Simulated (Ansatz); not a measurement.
**Profile along the Sc–Sc line in Sc (hcp, Mg type)**

Sc (hcp, Mg type)

Space group P6₃/mmc (No. 194); a = 3.319 Å, b = 3.319 Å, c = 5.166 Å, α = 90.00°, β = 90.00°, γ = 120.00°

| atom | site | symmetry | x | y | z |
|---|---|---|---|---|---|
| Sc | 2d | -6m2 | 0.6667 | 0.3333 | 0.2500 |

Fields along a shortest Sc–Sc line of a (-1 1 0 2) plane (3.32 Å), from Sc to Sc, interpolated on the slice's grid (step about 0.2 Å). Calculation: PBE (plane waves to 420 eV, PAW, scalar-relativistic; Ansatz, a program for electronic structure). k mesh 16×16×9. Near the nuclei the fields are pseudised (PAW); where an atom keeps semicore shells as valence, they peak there. Sc is run without spin polarisation. Sc was relaxed with its symmetry unable to fall.

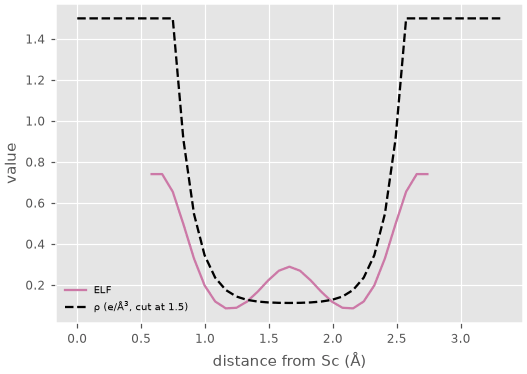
Figure: ELF (away from the nuclei) and valence density from Sc to Sc.

Density on the Sc–Sc line (3.32 Å) at its midpoint: 0.11 e/Å³. ELF at that point: 0.29.
